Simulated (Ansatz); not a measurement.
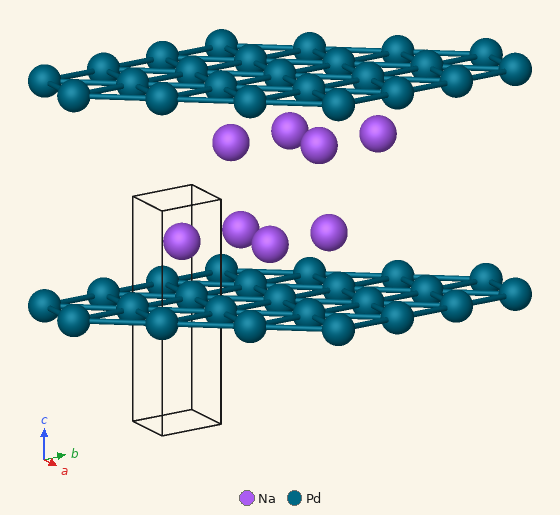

Na₂Pd (space group P-3m1, No. 164): the input geometry of an electronic-structure calculation (not necessarily at equilibrium); the starting structure was generated, so it need not be a known form of this composition.

Bonds are taken as Pd–Pd below 3.5 Å; Na is left out of the net, as the electropositive filling of the structure; no other contact counts. Simplification: prune 0- and 1-connected atoms, fold 2-connected ones into links.

**What kind of net remains, and which atoms are its nodes?**

A uninodal 6-connected, two-periodic (layers) net: Pd is a 6-connected node.

**Does the net have a name?**

It is the hxl net, known from the triangular lattice.

**How do the layers lie?**

The layers lie parallel to (001).

**Give the point symbol of each node (shortest cycle at each angle).**

Pd: 3^6.4^6.5^3.

The simplified net, drawn on the atoms' positions. Nodes are coloured by element. One layer is drawn. Edges to nodes outside the piece are drawn as stubs.

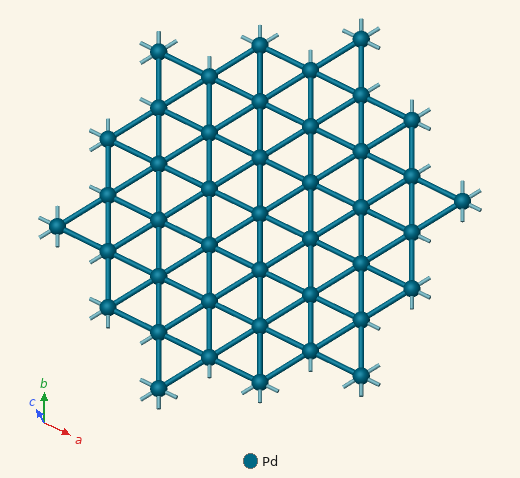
